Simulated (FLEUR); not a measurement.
Band structure of HfB2 (P6/mmm, 3 atoms in the cell).

```yaml
crystal:
  lattice:
    - [3.17967, 0.00000, 0.00000]
    - [-1.58984, 2.75367, 0.00000]
    - [0.00000, 0.00000, 3.53140]
  atoms:
    - { symbol: Hf, position: [0.00000, 0.00000, 0.00000] }
    - { symbol: B, position: [0.33333, 0.66667, 0.50000] }
    - { symbol: B, position: [0.66667, 0.33333, 0.50000] }
```

Computed with PBE, all-electron FLAPW (FLEUR), scalar-relativistic valence.

Settings: Kmax = 3.8 1/bohr; GmaxXC = 15.2 1/bohr; xcFunctional = pbe; jspins = 1; l_soc = F; mode = hist; fermiSmearingEnergy = 0.00367493 Htr; mesh (inpgen div1-3) = 8 8 6; inpgen gamma flag = true; Gmax = 15.2 1/bohr; numbands = 0; maxIterBroyd = 40; imix = Anderson; alpha = 0.05.

The starting cell comes from a database of computed structures (which also holds hypothetical and non-ambient phases and stackings), without a prior relaxation at this level. Its lattice was rescaled by a random factor within 2.5 % of one. Spin-orbit coupling is off. Values depend on the basis (sphere radii, cutoffs, local orbitals), which need not be converged.

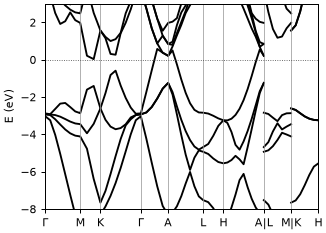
Figure. Bands along the path, energies from the Fermi level.

Levels in eV from the Fermi level, bands 13 to 20:
| point | 13 | 14 | 15 | 16 | 17 | 18 | 19 | 20 |
|---|---|---|---|---|---|---|---|---|
| Γ | -3.03 | -2.93 | -2.93 | -2.88 | 3.71 | 3.71 | 4.30 | 4.30 |
| M | -9.08 | -4.12 | -3.46 | -2.87 | 1.97 | 2.48 | 5.14 | 5.35 |
| K | -8.31 | -7.66 | -2.61 | -2.61 | 1.56 | 1.56 | 3.22 | 8.93 |
| A | -8.32 | -1.25 | -1.25 | 0.21 | 0.21 | 0.84 | 0.84 | 1.97 |
| L | -7.53 | -4.94 | -4.68 | -2.84 | 3.71 | 3.79 | 5.84 | 6.67 |
| H | -9.05 | -5.56 | -3.25 | -3.25 | 4.04 | 5.04 | 6.41 | 6.41 |
